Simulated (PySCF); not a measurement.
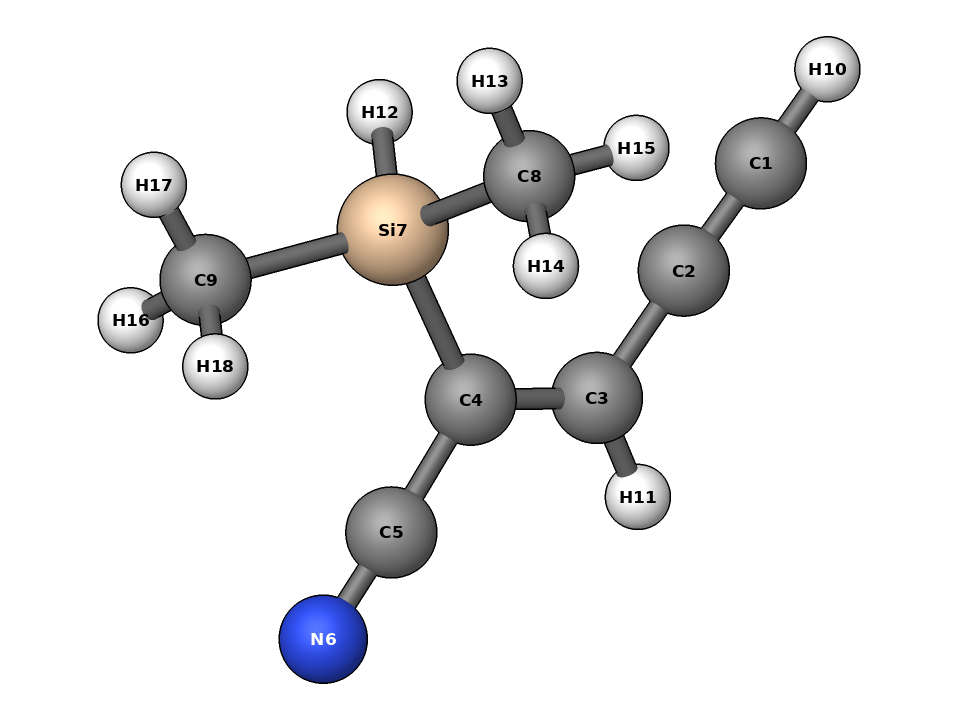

The computed structure is the end point of a GFN2-xTB optimisation. No frequency run is at hand to confirm it as a minimum. Properties computed with GIAO PBE0/pcSseg-1 NMR shielding, non-relativistic, gas phase (PySCF 2.14.0). Principal shieldings σ11 ≤ σ22 ≤ σ33, span Ω = σ33 − σ11, skew κ = 3(σiso − σ22)/Ω.

Give the shielding tensors of the N atoms.

```csv
atom,σ11,σ22,σ33,σiso,Ω,κ
N6,−196.6,−188.6,184.8,−66.8,381.5,0.96
```

Shieldings and span in ppm.

The geometry is semi-empirical. Around Si such bond lengths and angles can be off by a tenth of an ångström or more and by several degrees, and values that hang on the shape move with them.
